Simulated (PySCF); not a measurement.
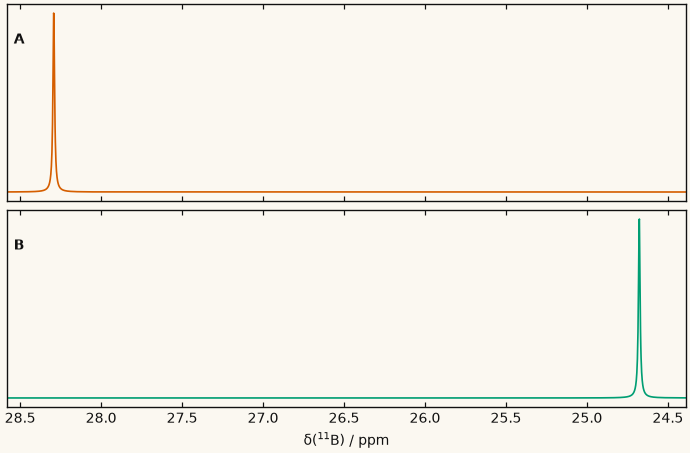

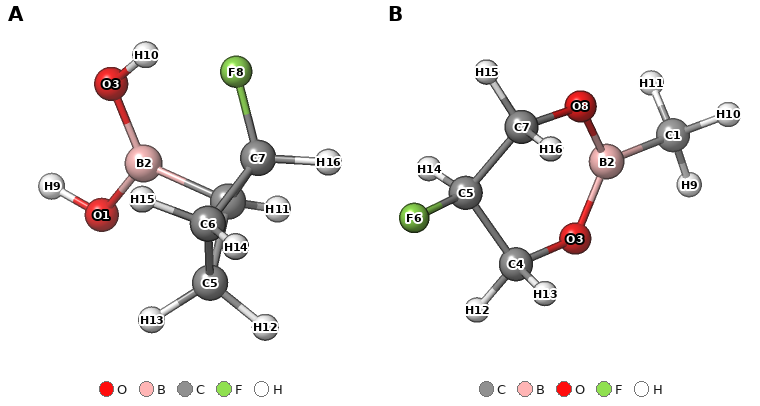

Related molecules: A is C₄H₈BFO₂, SMILES OB(O)[C@@H]1CC[C@@H]1F; B is C₄H₈BFO₂, SMILES CB1OCC(F)CO1. GIAO ¹¹B shifts against BF₃.OEt₂, KT2/pcSseg-1, PySCF 2.14.0, at a PBE0-D3(BJ)/def2-SVP geometry (no frequency check); fully decoupled, line heights follow the number of nuclei within a panel, widths are arbitrary (no quadrupolar broadening); values of one conformer, averaged over nuclei that symmetry, rotation about single bonds or ring flips exchange, these motions taken as fast; other conformers aren't averaged in.

**How does the ¹¹B shift respond?**

From A (28.3 ppm) to B (24.7 ppm) the nucleus is shielded by 3.6 ppm.
